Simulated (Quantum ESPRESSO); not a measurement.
# Ba2Fe2Se2OF2: spin-resolved density of states

Where do the states of the two spins of Ba2Fe2Se2OF2 lie?

Method: PBEsol with U = 4.5 eV on Fe d (ortho-atomic projectors); plane waves with GBRV 1.5 PBEsol potentials, no spin-orbit coupling, in Quantum ESPRESSO 7.5.

**1. The starting structure**

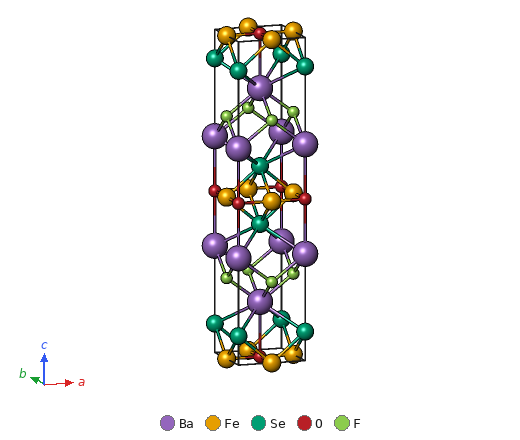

The starting structure, seen slightly off an axis (barium purple, iron orange, selenium teal, oxygen red, fluorine green). This picture shows the conventional cell, with its axes. Some periodic images of atoms are drawn too.

Coordinates:

```cif
data_structure
_symmetry_space_group_name_H-M 'P 1'
_symmetry_Int_Tables_number 1
_cell_length_a 10.2017
_cell_length_b 10.2017
_cell_length_c 10.2017
_cell_angle_alpha 156.273
_cell_angle_beta 156.273
_cell_angle_gamma 33.804
_cell_volume 171.74
loop_
_atom_site_label
_atom_site_type_symbol
_atom_site_fract_x
_atom_site_fract_y
_atom_site_fract_z
_atom_site_occupancy
Ba1 Ba 0.66943 0.66943 0.00000 1
Ba2 Ba 0.33058 0.33058 0.00000 1
Fe3 Fe 0.00000 0.50000 0.50000 1
Fe4 Fe 0.50000 0.00000 0.50000 1
Se5 Se 0.08982 0.08982 0.00000 1
Se6 Se 0.91018 0.91018 0.00000 1
O7 O 0.50000 0.50000 0.00000 1
F8 F 0.25000 0.75000 0.50000 1
F9 F 0.75000 0.25000 0.50000 1
```

The cell comes from the Crystallography Open Database.

**2. Ground-state run**

This state came out lowest in a comparison of starts that is told elsewhere.

File pw.in:

```
&CONTROL
  calculation = 'scf'
  prefix = 'pwscf'
  outdir = './tmp'
  pseudo_dir = './pseudo'
  disk_io = 'low'
/
&SYSTEM
  ibrav = 0
  celldm(1) = 8
  nat = 9
  ntyp = 6
  ecutwfc = 40
  ecutrho = 280
  nbnd = 59
  occupations = 'smearing'
  smearing = 'fd'
  degauss = 0.00367493
  nspin = 2
  starting_magnetization(1) = 0
  starting_magnetization(2) = 0.25
  starting_magnetization(3) = -0.25
  starting_magnetization(4) = 0
  starting_magnetization(5) = 0
  starting_magnetization(6) = 0
/
&ELECTRONS
  conv_thr = 1.8d-08
  electron_maxstep = 150
  mixing_beta = 0.3
/
ATOMIC_SPECIES
Ba    137.3270 ba_pbesol_v1.uspp.F.UPF
Fe1    55.8450 fe_pbesol_v1.5.uspp.F.UPF
Fe2    55.8450 fe_pbesol_v1.5.uspp.F.UPF
Se     78.9710 se_pbesol_v1.uspp.F.UPF
O      15.9990 o_pbesol_v1.2.uspp.F.UPF
F      18.9984 f_pbesol_v1.4.uspp.F.UPF
CELL_PARAMETERS alat
  -0.4954153251472    0.4954153251472    2.3057020878090
   0.4954153251472   -0.4954153251472    2.3057020878090
   0.4954153251472    0.4954153251472   -2.3057020878090
ATOMIC_POSITIONS crystal
Ba      0.6694250000    0.6694250000    0.0000000000
Ba      0.3305750000    0.3305750000    0.0000000000
Fe1     0.0000000000    0.5000000000    0.5000000000
Fe2     0.5000000000    0.0000000000    0.5000000000
Se      0.0898200000    0.0898200000    0.0000000000
Se      0.9101800000    0.9101800000    0.0000000000
O       0.5000000000    0.5000000000    0.0000000000
F       0.2500000000    0.7500000000    0.5000000000
F       0.7500000000    0.2500000000    0.5000000000
K_POINTS automatic
6 6 6 0 0 0
HUBBARD {ortho-atomic}
U Fe1-3d 4.5000
U Fe2-3d 4.5000
```

On the command line:

```sh
> OMP_NUM_THREADS=1 mpirun -n 4 pw.x -nk 4 -in pw.in > pw.out
```

What it wrote:

```text
Program PWSCF v.7.5 starts

     Message from routine setup:
     using ibrav=0 with symmetry is DISCOURAGED, use correct ibrav instead

     K-points division:     npool     =       4
     Subspace diagonalization in iterative solution of the eigenvalue problem:

     bravais-lattice index     =            0
     lattice parameter (alat)  =       8.0000  a.u.
     unit-cell volume          =    1158.9695 (a.u.)^3
     number of atoms/cell      =            9
     number of atomic types    =            6
     number of electrons       =        84.00
     number of Kohn-Sham states=           59
     kinetic-energy cutoff     =      40.0000  Ry
     charge density cutoff     =     280.0000  Ry
     scf convergence threshold =      1.8E-08
     mixing beta               =       0.3000
     number of iterations used =            8  plain     mixing
     Exchange-correlation= SLA  PW   PSX  PSC
                           (   1   4  10   8   0   0   0)
     Hubbard projectors: ortho-atomic
     Hubbard parameters of DFT+U (Dudarev formulation) in eV:
     U(Fe1-3d) =  4.5000
     U(Fe2-3d) =  4.5000

     Internal variables: lda_plus_u =T, lda_plus_u_kind = 0

     Internal variables: orbital_resolved =F, hub_pot_fix =F, apply_U = F

     celldm(1)=   8.000000  celldm(2)=   0.000000  celldm(3)=   0.000000
     celldm(4)=   0.000000  celldm(5)=   0.000000  celldm(6)=   0.000000

     crystal axes: (cart. coord. in units of alat)
               a(1) = (  -0.495415   0.495415   2.305702 )
               a(2) = (   0.495415  -0.495415   2.305702 )
               a(3) = (   0.495415   0.495415  -2.305702 )

     reciprocal axes: (cart. coord. in units 2 pi/alat)
               b(1) = (  0.000000  1.009254  0.216854 )
               b(2) = (  1.009254  0.000000  0.216854 )
               b(3) = (  1.009254  1.009254  0.000000 )

     PseudoPot. # 1 for Ba read from file:
     ba_pbesol_v1.uspp.F.UPF
     Pseudo is Ultrasoft + core correction, Zval = 10.0

     PseudoPot. # 2 for Fe read from file:
     fe_pbesol_v1.5.uspp.F.UPF
     Pseudo is Ultrasoft + core correction, Zval = 16.0

     PseudoPot. # 3 for Fe read from file:
     fe_pbesol_v1.5.uspp.F.UPF
     Pseudo is Ultrasoft + core correction, Zval = 16.0

     PseudoPot. # 4 for Se read from file:
     se_pbesol_v1.uspp.F.UPF
     Pseudo is Ultrasoft + core correction, Zval =  6.0

     PseudoPot. # 5 for O  read from file:
     o_pbesol_v1.2.uspp.F.UPF
     Pseudo is Ultrasoft + core correction, Zval =  6.0

     PseudoPot. # 6 for F  read from file:
     f_pbesol_v1.4.uspp.F.UPF
     Pseudo is Ultrasoft, Zval =  7.0

     atomic species   valence    mass     pseudopotential
     Ba               10.00   137.32700     Ba( 1.00)
     Fe1              16.00    55.84500     Fe( 1.00)
     Fe2              16.00    55.84500     Fe( 1.00)
     Se                6.00    78.97100     Se( 1.00)
     O                 6.00    15.99900     O ( 1.00)
     F                 7.00    18.99840     F ( 1.00)

     Starting magnetic structure
     atomic species   magnetization
     Ba              0.000
     Fe1             0.250
     Fe2            -0.250
     Se              0.000
     O               0.000
     F               0.000

      8 Sym. Ops., with inversion, found

   Cartesian axes

     site n.     atom                  positions (alat units)
         1        Ba     tau(   1) = (   0.0000000   0.0000000   3.0869892  )
         2        Ba     tau(   2) = (  -0.0000000  -0.0000000   1.5244149  )
         3        Fe1    tau(   3) = (   0.4954153   0.0000000   0.0000000  )
         4        Fe2    tau(   4) = (   0.0000000   0.4954153   0.0000000  )
         5        Se     tau(   5) = (   0.0000000   0.0000000   0.4141963  )
         6        Se     tau(   6) = (   0.0000000   0.0000000   4.1972079  )
         7        O      tau(   7) = (   0.0000000   0.0000000   2.3057021  )
         8        F      tau(   8) = (   0.4954153   0.0000000   1.1528510  )
         9        F      tau(   9) = (   0.0000000   0.4954153   1.1528510  )

     number of k points=    46  Fermi-Dirac smearing, width (Ry)=  0.0037
                       cart. coord. in units 2pi/alat
        k(    1) = (   0.0000000   0.0000000   0.0000000), wk =   0.0046296
        k(    2) = (   0.1682090   0.1682090   0.0000000), wk =   0.0185185
        k(    3) = (   0.3364181   0.3364181   0.0000000), wk =   0.0185185
        k(    4) = (  -0.5046271  -0.5046271   0.0000000), wk =   0.0092593
        k(    5) = (   0.1682090   0.0000000   0.0361423), wk =   0.0185185
        [... 41 further k-points ...]

     Dense  grid:    91755 G-vectors     FFT dimensions: ( 108, 108, 108)

     Smooth grid:    39539 G-vectors     FFT dimensions: (  80,  80,  80)

     Check: negative core charge=   -0.000013
     Generating pointlists ...
     new r_m :   0.2554 (alat units)  2.0436 (a.u.) for type    1
     new r_m :   0.2044 (alat units)  1.6349 (a.u.) for type    2
     new r_m :   0.2044 (alat units)  1.6349 (a.u.) for type    3
     new r_m :   0.2664 (alat units)  2.1310 (a.u.) for type    4
     new r_m :   0.2044 (alat units)  1.6349 (a.u.) for type    5
     new r_m :   0.2554 (alat units)  2.0436 (a.u.) for type    6

     Initial potential from superposition of free atoms

     starting charge      81.9722, renormalised to      84.0000

     negative rho (up, down):  9.842E-02 9.842E-02

     STARTING HUBBARD OCCUPATIONS:

     =================== HUBBARD OCCUPATIONS ===================
     ------------------------ ATOM    3 ------------------------
     Tr[ns(  3)] (up, down, total) =   5.00000  0.00000  5.00000
     Atomic magnetic moment for atom   3 =   5.00000
     [... lines left out ...]
     ------------------------ ATOM    4 ------------------------
     Tr[ns(  4)] (up, down, total) =   0.00000  5.00000  5.00000
     Atomic magnetic moment for atom   4 =  -5.00000
     [... lines left out ...]
     Number of occupied Hubbard levels =   10.0000

     Atomic wfc used for Hubbard projectors are orthogonalized

     Starting wfcs are   72 randomized atomic wfcs

     Self-consistent Calculation

     iteration #  1     ecut=    40.00 Ry     beta= 0.30
     Davidson diagonalization with overlap
     ethr =  1.00E-02,  avg # of iterations =  4.9

     =================== HUBBARD OCCUPATIONS ===================
     ------------------------ ATOM    3 ------------------------
     Tr[ns(  3)] (up, down, total) =   4.96442  4.74475  9.70917
     Atomic magnetic moment for atom   3 =   0.21967
     [... lines left out ...]
     ------------------------ ATOM    4 ------------------------
     Tr[ns(  4)] (up, down, total) =   4.74468  4.96442  9.70910
     Atomic magnetic moment for atom   4 =  -0.21973
     [... lines left out ...]
     Number of occupied Hubbard levels =   19.4183

     negative rho (up, down):  9.419E-02 9.419E-02

     total energy              =    -818.56716615 Ry
     estimated scf accuracy    <      85.60445365 Ry

     total magnetization       =    -0.00 Bohr mag/cell
     absolute magnetization    =     1.16 Bohr mag/cell

     iteration #  2     ecut=    40.00 Ry     beta= 0.30
     Davidson diagonalization with overlap
     ethr =  1.00E-02,  avg # of iterations =  7.3

     negative rho (up, down):  6.960E-02 6.956E-02

     total energy              =    -828.97887235 Ry
     estimated scf accuracy    <     617.48525960 Ry

     total magnetization       =    -0.00 Bohr mag/cell
     absolute magnetization    =     0.16 Bohr mag/cell

     [... further iterations left out ...]

     iteration # 21     ecut=    40.00 Ry     beta= 0.30
     Davidson diagonalization with overlap
     ethr =  4.19E-10,  avg # of iterations =  2.3

     negative rho (up, down):  8.871E-02 8.871E-02

     total energy              =    -857.24806056 Ry
     estimated scf accuracy    <       0.00000011 Ry

     total magnetization       =    -0.00 Bohr mag/cell
     absolute magnetization    =     7.61 Bohr mag/cell

     iteration # 22     ecut=    40.00 Ry     beta= 0.30
     Davidson diagonalization with overlap
     ethr =  1.26E-10,  avg # of iterations =  2.4

     negative rho (up, down):  8.871E-02 8.871E-02

     Magnetic moment per site  (integrated on atomic sphere of radius R)
     atom   1 (R=0.255)  charge=  6.2528  magn= -0.0000
     atom   2 (R=0.255)  charge=  6.2528  magn= -0.0000
     atom   3 (R=0.204)  charge= 13.3844  magn=  3.3810
     atom   4 (R=0.204)  charge= 13.3844  magn= -3.3810
     atom   5 (R=0.266)  charge=  4.4115  magn= -0.0000
     atom   6 (R=0.266)  charge=  4.4115  magn= -0.0000
     atom   7 (R=0.204)  charge=  5.6668  magn= -0.0000
     atom   8 (R=0.255)  charge=  7.3583  magn= -0.0000
     atom   9 (R=0.255)  charge=  7.3583  magn= -0.0000

     End of self-consistent calculation

     =================== HUBBARD OCCUPATIONS ===================
     ------------------------ ATOM    3 ------------------------
     Tr[ns(  3)] (up, down, total) =   4.92023  1.23685  6.15707
     Atomic magnetic moment for atom   3 =   3.68338
     [... lines left out ...]
     ------------------------ ATOM    4 ------------------------
     Tr[ns(  4)] (up, down, total) =   1.23683  4.92022  6.15705
     Atomic magnetic moment for atom   4 =  -3.68339
     [... lines left out ...]
     Number of occupied Hubbard levels =   12.3141

     [... lines left out ...]
     the Fermi energy is     9.8368 ev

!    total energy              =    -857.24806080 Ry
     estimated scf accuracy    <       0.00000002 Ry
     smearing contrib. (-TS)   =      -0.00000000 Ry
     internal energy E=F+TS    =    -857.24806080 Ry

     The total energy is F=E-TS. E is the sum of the following terms:
     one-electron contribution =    -580.99041603 Ry
     hartree contribution      =     330.22030408 Ry
     xc contribution           =    -198.04698962 Ry
     ewald contribution        =    -408.56335361 Ry
     Hubbard energy            =       0.13239438 Ry

     total magnetization       =     0.00 Bohr mag/cell
     absolute magnetization    =     7.61 Bohr mag/cell

     convergence has been achieved in  22 iterations

=------------------------------------------------------------------------------=
   JOB DONE.
=------------------------------------------------------------------------------=
```

The job ended after 15 min (4 MPI ranks of Intel Xeon Platinum 8488C (Sapphire Rapids), shared host; peak memory 2.5 GiB).

Spin moment in the atom's sphere by atom:

```
atom  spin moment in the atom's sphere (μB)
 Ba1                                   0.00
 Ba2                                   0.00
 Fe3                                   3.38
 Fe4                                  -3.38
 Se5                                   0.00
 Se6                                   0.00
  O7                                   0.00
  F8                                   0.00
  F9                                   0.00
```

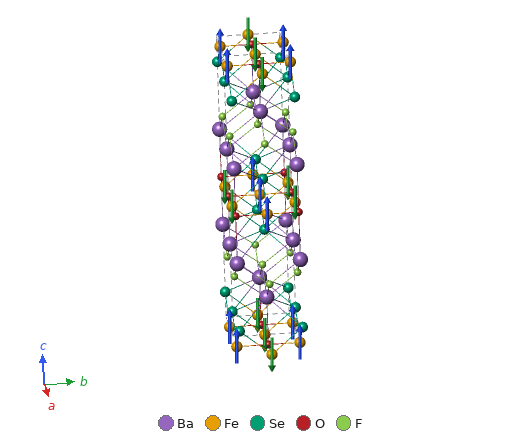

Spin moment in the atom's sphere as arrows, the longest 3.38 μB. Up and down stand for the sign. Arrows give size and sign along the axis of quantisation, drawn up and down the page. The two directions have two colours. 2×1×1 conventional cells are drawn. Some periodic images of atoms are drawn too.

Read from the output:

```
smearing term TS       : 1.58e-12 eV
magnetization          : 0 μB
absolute magnetization : 7.606 μB
final state            : antiferromagnetic
```

[end of part 1 of 2]

[Logs and program files are shortened in this print: banners, set-up blocks, solver, clock and traceback lines can be left out without a mark of their own.]

[Logs are printed without paths, hosts, clocks, repeated set-up lines and the standing remarks that a program may print on its own settings, such as how far it seeks lower states.]

[Hosts, paths, dates, database ids (printed as entryN), source tags and the programs' standing remarks are cut or masked in the printed files.]

[Where a cell is said to come from a database of computed structures, the database is the Materials Project.]
